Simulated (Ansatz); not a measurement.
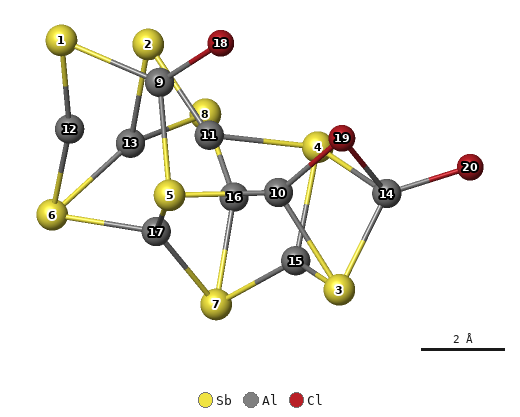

*The starting structure (ball-and-stick view, seen at a tilt; atoms are numbered from 1 in the order of the input). Sticks mark near contacts.*

Bond lengths as drawn: Al–Cl 2.12 to 2.45 Å and Al–Sb 2.58 to 2.83 Å.

## Run report: Al$_{9}$Sb$_{8}$Cl$_{3}$, molecular dynamics

- system: Al$_{9}$Sb$_{8}$Cl$_{3}$ (Al9Sb8 zinc blende off sphere)
- method: RKS BLYP/def2-SVP (Ansatz 0.2.0)

The geometry comes from this level: PBE-D4/def2-SVP. Figures and captions count atoms from 1; the log counts them from 0 in places.

The input
```yaml
crystal:
  periodic: [false, false, false]
  atoms:
    - {symbol: Sb, position_ang: [-1.221481, -3.425567, 3.565336]}
    - {symbol: Sb, position_ang: [1.030935, -3.082582, 1.379251]}
    - {symbol: Sb, position_ang: [-1.758029, 3.394302, -2.305944]}
    - {symbol: Sb, position_ang: [0.761143, -0.105681, -2.355640]}
    - {symbol: Sb, position_ang: [-1.910820, 0.616648, 1.484270]}
    - {symbol: Sb, position_ang: [1.800953, 0.696881, 4.162035]}
    - {symbol: Sb, position_ang: [2.127609, 3.340634, 0.490189]}
    - {symbol: Sb, position_ang: [4.166404, -1.261481, 0.059463]}
    - {symbol: Al, position_ang: [-1.802997, -2.117276, 1.371488]}
    - {symbol: Al, position_ang: [-1.756636, 0.880727, -1.142567]}
    - {symbol: Al, position_ang: [0.357135, -0.718687, 0.229505]}
    - {symbol: Al, position_ang: [0.229656, -1.290204, 3.565187]}
    - {symbol: Al, position_ang: [2.547082, -0.782749, 2.028523]}
    - {symbol: Al, position_ang: [-1.265696, 1.230786, -3.762099]}
    - {symbol: Al, position_ang: [0.576390, 2.547497, -1.469843]}
    - {symbol: Al, position_ang: [2.654068, 0.819486, -0.293002]}
    - {symbol: Al, position_ang: [0.731420, 1.423725, 1.776751]}
    - {symbol: Cl, position_ang: [-3.117324, -2.857386, -0.146974]}
    - {symbol: Cl, position_ang: [-2.980513, -0.213914, -2.765998]}
    - {symbol: Cl, position_ang: [-1.186199, 0.854340, -5.846429]}
basis:
  gaussian: {orbitals: def2-SVP, fitting: {mean_field: def2-universal-jkfit}}
hamiltonian: {xc: {name: BLYP}}
md: {timestep: 0.5 fs, n_steps: 25, ensemble: nve, temperature: 500, initial_velocities: maxwell_boltzmann, seed: 3}
scf: {omitted_lower_state_checks: [starts]}
```

Command:
```bash
ansatz run in.yaml --threads 2 --pin off --events-out ev --progress --plain --max-ram 31744MiB --backend cuda --devices 0, --max-vram 18GiB
```

What the program printed
```
Functional definition: BLYP
  name "BLYP"
  cite "Becke, Phys. Rev. A 38, 3098 (1988) doi:10.1103/PhysRevA.38.3098"
  cite "Lee, Yang & Parr, Phys. Rev. B 37, 785 (1988) doi:10.1103/PhysRevB.37.785"
  parameter beta = 0.0042
  parameter a = 0.04918
  parameter b = 0.132
  parameter c = 0.2533
  parameter d = 0.349
  exchange = b88_x(beta = beta)
  correlation = lyp_c(a = a, b = b, c = c, d = d)
these checks for a lower state are left out or cut short: starts
3280 factors; integrals over basis functions are off by at most 3.0e-2 eV
mean field evaluation 1: about -149213.6163 eV, gradient 3.6e1 eV
mean field evaluation 2: about -149163.4231 eV, gradient 1.1e2 eV
mean field evaluation 4: about -149217.3023 eV, gradient 1.8e1 eV
mean field evaluation 8: about -149218.6805 eV, gradient 1.5e0 eV
mean field evaluation 16: about -149218.6929 eV, gradient 8.1e-3 eV
mean field -149218.69290173 eV, -5483.6858200757 hartree, gradient 4.7e-5 eV, S^2 0.000000; 0 other end points of the search recorded, 0 dependent functions left out
the calculation of the forces begins
reference -149218.69348766 eV, -5483.6858416083 hartree; 176, 176 occupied and 248, 248 virtual orbitals, 3280 factors
md step     0: t =     0.00 fs  T =   500.0 K  F+E_penalty+E_count = -149218.69290173 eV  E_kin = 1.163340 eV  conserved = -149217.52956174 eV  (38 SCF iters)
these checks for a lower state are left out or cut short: starts, cluster_reference, orbital_swaps, neighbouring_geometries, increment
3280 factors; integrals over basis functions are off by at most 3.0e-2 eV
mean field -149218.69095524 eV, -5483.6857485436 hartree, gradient 3.9e-5 eV, S^2 0.000000; 0 other end points of the search recorded, 0 dependent functions left out
the calculation of the forces begins
reference -149218.69154119 eV, -5483.6857700771 hartree; 176, 176 occupied and 248, 248 virtual orbitals, 3280 factors
md step     1: t =     0.50 fs  T =   499.2 K  F+E_penalty+E_count = -149218.69095524 eV  E_kin = 1.161394 eV  conserved = -149217.52956106 eV  (36 SCF iters)
[... from here on the SCF iterations and repeated set-up lines of each step are left out, up to the last step ...]
md step     2: t =     1.00 fs  T =   498.0 K  F+E_penalty+E_count = -149218.68813212 eV  E_kin = 1.158572 eV  conserved = -149217.52956012 eV  (36 SCF iters)
md step     3: t =     1.50 fs  T =   496.4 K  F+E_penalty+E_count = -149218.68444523 eV  E_kin = 1.154887 eV  conserved = -149217.52955858 eV  (36 SCF iters)
md step     4: t =     2.00 fs  T =   494.4 K  F+E_penalty+E_count = -149218.67991337 eV  E_kin = 1.150356 eV  conserved = -149217.52955736 eV  (36 SCF iters)
md step     5: t =     2.50 fs  T =   492.1 K  F+E_penalty+E_count = -149218.67455814 eV  E_kin = 1.145003 eV  conserved = -149217.52955549 eV  (36 SCF iters)
md step     6: t =     3.00 fs  T =   489.5 K  F+E_penalty+E_count = -149218.66840715 eV  E_kin = 1.138854 eV  conserved = -149217.52955351 eV  (36 SCF iters)
md step     7: t =     3.50 fs  T =   486.5 K  F+E_penalty+E_count = -149218.66149188 eV  E_kin = 1.131940 eV  conserved = -149217.52955148 eV  (36 SCF iters)
md step     8: t =     4.00 fs  T =   483.2 K  F+E_penalty+E_count = -149218.65384738 eV  E_kin = 1.124298 eV  conserved = -149217.52954893 eV  (36 SCF iters)
md step     9: t =     4.50 fs  T =   479.6 K  F+E_penalty+E_count = -149218.64551335 eV  E_kin = 1.115967 eV  conserved = -149217.52954611 eV  (36 SCF iters)
md step    10: t =     5.00 fs  T =   475.8 K  F+E_penalty+E_count = -149218.63653293 eV  E_kin = 1.106990 eV  conserved = -149217.52954317 eV  (36 SCF iters)
md step    11: t =     5.50 fs  T =   471.7 K  F+E_penalty+E_count = -149218.62695253 eV  E_kin = 1.097412 eV  conserved = -149217.52954021 eV  (36 SCF iters)
md step    12: t =     6.00 fs  T =   467.3 K  F+E_penalty+E_count = -149218.61682140 eV  E_kin = 1.087284 eV  conserved = -149217.52953728 eV  (36 SCF iters)
md step    13: t =     6.50 fs  T =   462.7 K  F+E_penalty+E_count = -149218.60619093 eV  E_kin = 1.076657 eV  conserved = -149217.52953392 eV  (36 SCF iters)
md step    14: t =     7.00 fs  T =   458.0 K  F+E_penalty+E_count = -149218.59511546 eV  E_kin = 1.065585 eV  conserved = -149217.52953053 eV  (36 SCF iters)
md step    15: t =     7.50 fs  T =   453.1 K  F+E_penalty+E_count = -149218.58365031 eV  E_kin = 1.054124 eV  conserved = -149217.52952672 eV  (36 SCF iters)
md step    16: t =     8.00 fs  T =   448.0 K  F+E_penalty+E_count = -149218.57185294 eV  E_kin = 1.042330 eV  conserved = -149217.52952286 eV  (36 SCF iters)
md step    17: t =     8.50 fs  T =   442.8 K  F+E_penalty+E_count = -149218.55978163 eV  E_kin = 1.030262 eV  conserved = -149217.52951931 eV  (36 SCF iters)
md step    18: t =     9.00 fs  T =   437.5 K  F+E_penalty+E_count = -149218.54749436 eV  E_kin = 1.017979 eV  conserved = -149217.52951569 eV  (36 SCF iters)
md step    19: t =     9.50 fs  T =   432.2 K  F+E_penalty+E_count = -149218.53504928 eV  E_kin = 1.005537 eV  conserved = -149217.52951180 eV  (36 SCF iters)
md step    20: t =    10.00 fs  T =   426.8 K  F+E_penalty+E_count = -149218.52250477 eV  E_kin = 0.992997 eV  conserved = -149217.52950819 eV  (36 SCF iters)
md step    21: t =    10.50 fs  T =   421.4 K  F+E_penalty+E_count = -149218.50991759 eV  E_kin = 0.980413 eV  conserved = -149217.52950472 eV  (17 SCF iters)
md step    22: t =    11.00 fs  T =   416.0 K  F+E_penalty+E_count = -149218.49734357 eV  E_kin = 0.967842 eV  conserved = -149217.52950166 eV  (36 SCF iters)
md step    23: t =    11.50 fs  T =   410.6 K  F+E_penalty+E_count = -149218.48483592 eV  E_kin = 0.955337 eV  conserved = -149217.52949852 eV  (36 SCF iters)
md step    24: t =    12.00 fs  T =   405.3 K  F+E_penalty+E_count = -149218.47244638 eV  E_kin = 0.942951 eV  conserved = -149217.52949554 eV  (36 SCF iters)
these checks for a lower state are left out or cut short: starts, cluster_reference, orbital_swaps, neighbouring_geometries, increment
3280 factors; integrals over basis functions are off by at most 3.0e-2 eV
mean field -149218.46022401 eV, -5483.6772693274 hartree, gradient 4.5e-5 eV, S^2 0.000000; 0 other end points of the search recorded, 0 dependent functions left out
the calculation of the forces begins
reference -149218.46081073 eV, -5483.6772908888 hartree; 176, 176 occupied and 248, 248 virtual orbitals, 3280 factors
these checks for a lower state are left out or cut short: starts
3280 factors; integrals over basis functions are off by at most 3.0e-2 eV
mean field -149218.46022401 eV, -5483.6772693274 hartree, gradient 4.5e-5 eV, S^2 0.000000; 0 other end points of the search recorded, 0 dependent functions left out
the calculation of the forces begins
reference -149218.46081073 eV, -5483.6772908888 hartree; 176, 176 occupied and 248, 248 virtual orbitals, 3280 factors
md step    25: t =    12.50 fs  T =   400.0 K  F+E_penalty+E_count = -149218.46022401 eV  E_kin = 0.930731 eV  conserved = -149217.52949291 eV  (17 SCF iters)
```

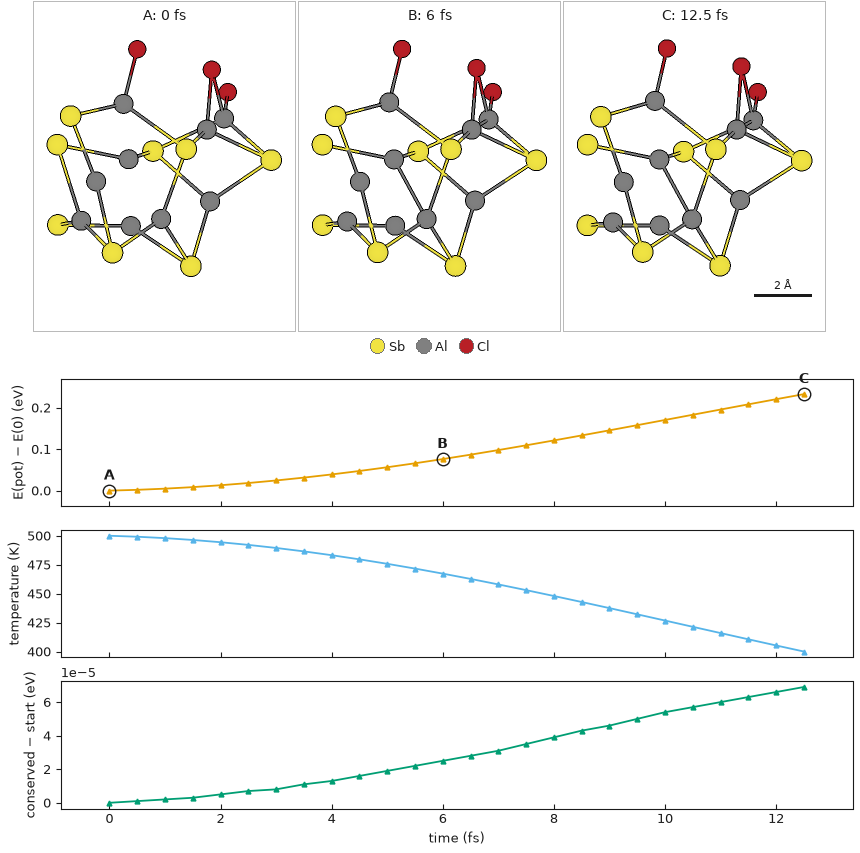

*Frames of the molecular dynamics (ball-and-stick, seen at a tilt) above the curves, on which the letters mark them.*

The trajectory kept here has 26 frames over 12.5 fs. The temperature starts at 500 K, ranges from 400 to 500 K and averages 432 K over the second half. The potential energy ends 0.233 eV above its first value. The conserved quantity stays within 6.9e-05 eV. After an unweighted best fit of the last frame on the first, the root-mean-square displacement is 0.07 Å, and Al9 has moved furthest (0.13 Å).

```
Total energy: -149218.46081073 eV, -5483.6772908888 hartree
Atom 0 at    -1.211907    -3.401632     3.581061 Å, force    -0.282961    -0.279919     0.073695 eV/Å
Atom 1 at     1.036953    -3.073225     1.355074 Å, force     0.186527    -0.240463    -0.108979 eV/Å
Atom 2 at    -1.753097     3.419959    -2.311114 Å, force    -0.324449     0.323940    -0.028393 eV/Å
Atom 3 at     0.776618    -0.076635    -2.376418 Å, force     0.183615    -0.480589    -0.057966 eV/Å
Atom 4 at    -1.905489     0.611274     1.505777 Å, force    -0.415976     0.149201    -0.335488 eV/Å
Atom 5 at     1.773243     0.688450     4.155688 Å, force     0.256581     0.428645     0.536710 eV/Å
Atom 6 at     2.134479     3.305115     0.483152 Å, force     0.145521     0.424266    -0.208929 eV/Å
Atom 7 at     4.181320    -1.266717     0.085335 Å, force     0.460743    -0.258880    -0.085093 eV/Å
Atom 8 at    -1.932074    -2.144238     1.377462 Å, force     0.499242     0.237080     0.689145 eV/Å
Atom 9 at    -1.733791     0.875711    -1.193094 Å, force    -0.915527    -0.386409     0.517925 eV/Å
Atom 10 at     0.330048    -0.695728     0.269570 Å, force     0.005925    -0.226129    -0.224812 eV/Å
Atom 11 at     0.330019    -1.337266     3.521200 Å, force    -0.282810    -0.209853     0.392226 eV/Å
Atom 12 at     2.558901    -0.696278     2.026302 Å, force     0.317772    -0.400378     0.038596 eV/Å
Atom 13 at    -1.223487     1.246760    -3.687224 Å, force    -0.348510    -0.211975    -1.361594 eV/Å
Atom 14 at     0.541120     2.518630    -1.487935 Å, force     0.524557     0.545437     0.088392 eV/Å
Atom 15 at     2.660590     0.770340    -0.285449 Å, force     0.164466     0.387933    -0.174487 eV/Å
Atom 16 at     0.725913     1.458178     1.765671 Å, force    -0.091032     0.016244     0.311959 eV/Å
Atom 17 at    -3.118741    -2.882529    -0.181257 Å, force    -0.542774    -0.376870    -0.519777 eV/Å
Atom 18 at    -3.069334    -0.298053    -2.778007 Å, force     0.415113     0.464971     0.291344 eV/Å
Atom 19 at    -1.207540     0.846648    -5.800694 Å, force     0.043976     0.093748     0.165527 eV/Å
Dipole moment:     0.077364     0.300064     0.647761 e Å
Checks for a lower state left out: starts
```

Trajectory as extended XYZ (Å, eV, eV/Å), 5 of the 26 frames kept, from step=0 to step=25
```
20
Properties=species:S:1:pos:R:3:forces:R:3 step=0 time_fs=0.0 energy=-149218.69290 temperature=500.0
Sb   -1.2215   -3.4256    3.5653   -0.1937  -0.2166   0.2568
Sb    1.0309   -3.0826    1.3793    0.1942  -0.3455  -0.1183
Sb   -1.7580    3.3943   -2.3059   -0.1402   0.2852  -0.0820
Sb    0.7611   -0.1057   -2.3556    0.1290  -0.1128  -0.2648
Sb   -1.9108    0.6166    1.4843   -0.3445   0.1533   0.1239
Sb    1.8010    0.6969    4.1620    0.0964   0.1074   0.3033
Sb    2.1276    3.3406    0.4902    0.1387   0.3009   0.0309
Sb    4.1664   -1.2615    0.0595    0.3789  -0.1285  -0.0841
Al   -1.8030   -2.1173    1.3715   -0.2368  -0.1033   0.0457
Al   -1.7566    0.8807   -1.1426   -0.2762   0.0615   0.0437
Al    0.3571   -0.7187    0.2295    0.0600  -0.0791  -0.0527
Al    0.2297   -1.2902    3.5652    0.0042  -0.0966   0.4426
Al    2.5471   -0.7827    2.0285    0.2518  -0.0955   0.1208
Al   -1.2657    1.2308   -3.7621   -0.0528   0.0185  -0.2362
Al    0.5764    2.5475   -1.4698    0.1219   0.3221  -0.1577
Al    2.6541    0.8195   -0.2930    0.2714   0.0570  -0.0932
Al    0.7314    1.4237    1.7768   -0.0119   0.1629   0.1387
Cl   -3.1173   -2.8574   -0.1470   -0.1627  -0.1477  -0.1119
Cl   -2.9805   -0.2139   -2.7660   -0.2318  -0.1245  -0.0729
Cl   -1.1862    0.8543   -5.8464    0.0041  -0.0187  -0.2328
20
Properties=species:S:1:pos:R:3:forces:R:3 step=6 time_fs=3.0 energy=-149218.66841 temperature=489.5
Sb   -1.2189   -3.4196    3.5689   -0.2133  -0.2267   0.2085
Sb    1.0322   -3.0800    1.3736    0.1889  -0.3144  -0.1170
Sb   -1.7566    3.4001   -2.3071   -0.1932   0.3107  -0.0638
Sb    0.7647   -0.0984   -2.3604    0.1412  -0.2111  -0.2135
Sb   -1.9091    0.6152    1.4895   -0.3609   0.1553  -0.0059
Sb    1.7941    0.6946    4.1601    0.1406   0.1910   0.3619
Sb    2.1291    3.3317    0.4886    0.1324   0.3240  -0.0350
Sb    4.1695   -1.2625    0.0658    0.3988  -0.1604  -0.0848
Al   -1.8346   -2.1240    1.3711   -0.0149  -0.0072   0.2386
Al   -1.7482    0.8803   -1.1560   -0.4549  -0.0654   0.1673
Al    0.3505   -0.7124    0.2398    0.0383  -0.1264  -0.1005
Al    0.2544   -1.3007    3.5525   -0.0742  -0.1295   0.4314
Al    2.5485   -0.7608    2.0276    0.2727  -0.1790   0.0977
Al   -1.2546    1.2352   -3.7401   -0.1374  -0.0749  -0.5791
Al    0.5663    2.5384   -1.4740    0.2395   0.3889  -0.0903
Al    2.6544    0.8067   -0.2906    0.2545   0.1444  -0.1109
Al    0.7303    1.4314    1.7730   -0.0313   0.1378   0.1894
Cl   -3.1162   -2.8624   -0.1539   -0.2917  -0.2214  -0.2440
Cl   -3.0021   -0.2347   -2.7692   -0.0474   0.0439   0.0278
Cl   -1.1914    0.8523   -5.8355    0.0122   0.0205  -0.0779
20
Properties=species:S:1:pos:R:3:forces:R:3 step=12 time_fs=6.0 energy=-149218.61682 temperature=467.3
Sb   -1.2165   -3.4137    3.5726   -0.2339  -0.2381   0.1606
Sb    1.0335   -3.0776    1.3678    0.1857  -0.2867  -0.1150
Sb   -1.7553    3.4061   -2.3083   -0.2429   0.3303  -0.0485
Sb    0.7683   -0.0913   -2.3654    0.1557  -0.3053  -0.1634
Sb   -1.9077    0.6138    1.4948   -0.3775   0.1547  -0.1246
Sb    1.7874    0.6924    4.1583    0.1821   0.2726   0.4204
Sb    2.1307    3.3230    0.4870    0.1306   0.3508  -0.0975
Sb    4.1729   -1.2637    0.0720    0.4191  -0.1928  -0.0849
Al   -1.8663   -2.1308    1.3714    0.1906   0.0871   0.4238
Al   -1.7413    0.8796   -1.1689   -0.6230  -0.1849   0.2917
Al    0.3440   -0.7065    0.2497    0.0214  -0.1673  -0.1438
Al    0.2789   -1.3117    3.5412   -0.1495  -0.1613   0.4193
Al    2.5507   -0.7394    2.0269    0.2918  -0.2574   0.0756
Al   -1.2439    1.2394   -3.7199   -0.2147  -0.1478  -0.8953
Al    0.5570    2.5305   -1.4784    0.3488   0.4495  -0.0256
Al    2.6556    0.7943   -0.2885    0.2314   0.2295  -0.1299
Al    0.7291    1.4396    1.7698   -0.0511   0.1061   0.2350
Cl   -3.1159   -2.8679   -0.1615   -0.4074  -0.2902  -0.3687
Cl   -3.0238   -0.2554   -2.7724    0.1209   0.1971   0.1218
Cl   -1.1966    0.8504   -5.8247    0.0221   0.0541   0.0492
20
Properties=species:S:1:pos:R:3:forces:R:3 step=19 time_fs=9.5 energy=-149218.53505 temperature=432.2
Sb   -1.2139   -3.4071    3.5771   -0.2594  -0.2568   0.1098
Sb    1.0353   -3.0752    1.3610    0.1848  -0.2595  -0.1121
Sb   -1.7540    3.4134   -2.3098   -0.2925   0.3374  -0.0354
Sb    0.7727   -0.0832   -2.3713    0.1725  -0.4058  -0.1062
Sb   -1.9063    0.6124    1.5008   -0.3976   0.1521  -0.2466
Sb    1.7797    0.6901    4.1567    0.2253   0.3614   0.4857
Sb    2.1327    3.3132    0.4850    0.1354   0.3875  -0.1626
Sb    4.1773   -1.2652    0.0792    0.4423  -0.2297  -0.0847
Al   -1.9024   -2.1384    1.3736    0.3860   0.1811   0.5991
Al   -1.7358    0.8781   -1.1827   -0.7956  -0.3055   0.4253
Al    0.3365   -0.7003    0.2608    0.0091  -0.2045  -0.1894
Al    0.3068   -1.3251    3.5296   -0.2279  -0.1922   0.4047
Al    2.5545   -0.7156    2.0265    0.3091  -0.3397   0.0533
Al   -1.2324    1.2437   -3.7001   -0.2930  -0.1994  -1.1936
Al    0.5476    2.5232   -1.4836    0.4564   0.5084   0.0416
Al    2.6579    0.7808   -0.2866    0.1977   0.3207  -0.1535
Al    0.7275    1.4495    1.7671   -0.0735   0.0610   0.2806
Cl   -3.1167   -2.8753   -0.1715   -0.5054  -0.3513  -0.4785
Cl   -3.0487   -0.2788   -2.7757    0.2920   0.3528   0.2195
Cl   -1.2025    0.8483   -5.8120    0.0343   0.0820   0.1430
20
Properties=species:S:1:pos:R:3:forces:R:3 step=25 time_fs=12.5 energy=-149218.46022 temperature=400.0
Sb   -1.2119   -3.4016    3.5811   -0.2830  -0.2799   0.0737
Sb    1.0370   -3.0732    1.3551    0.1865  -0.2405  -0.1090
Sb   -1.7531    3.4200   -2.3111   -0.3244   0.3239  -0.0284
Sb    0.7766   -0.0766   -2.3764    0.1836  -0.4806  -0.0580
Sb   -1.9055    0.6113    1.5058   -0.4160   0.1492  -0.3355
Sb    1.7732    0.6885    4.1557    0.2566   0.4286   0.5367
Sb    2.1345    3.3051    0.4832    0.1455   0.4243  -0.2089
Sb    4.1813   -1.2667    0.0853    0.4607  -0.2589  -0.0851
Al   -1.9321   -2.1442    1.3775    0.4992   0.2371   0.6891
Al   -1.7338    0.8757   -1.1931   -0.9155  -0.3864   0.5179
Al    0.3300   -0.6957    0.2696    0.0059  -0.2261  -0.2248
Al    0.3300   -1.3373    3.5212   -0.2828  -0.2099   0.3922
Al    2.5589   -0.6963    2.0263    0.3178  -0.4004   0.0386
Al   -1.2235    1.2468   -3.6872   -0.3485  -0.2120  -1.3616
Al    0.5411    2.5186   -1.4879    0.5246   0.5454   0.0884
Al    2.6606    0.7703   -0.2854    0.1645   0.3879  -0.1745
Al    0.7259    1.4582    1.7657   -0.0910   0.0162   0.3120
Cl   -3.1187   -2.8825   -0.1813   -0.5428  -0.3769  -0.5198
Cl   -3.0693   -0.2981   -2.7780    0.4151   0.4650   0.2913
Cl   -1.2075    0.8466   -5.8007    0.0440   0.0937   0.1655
```

Key numbers

```tsv
quantity	value
outcome	finished
mean temperature over the second half	432 K
trajectory	25 steps, 12.5 fs
ensemble	nve
temperature in the input	500 K
time step	0.5 fs
potential energy (last step)	−149218.4608 eV
SCF solution under orbital rotations (last step)	stable
largest force (length of the vector) (last step)	1.421 eV/Å
dipole moment (last step)	3.45 D
hardware	2 CPU threads, shared host
wall time	95 s (CPU time 2.4 min)
peak memory	1 GiB
```

So short a trajectory is not equilibrated.
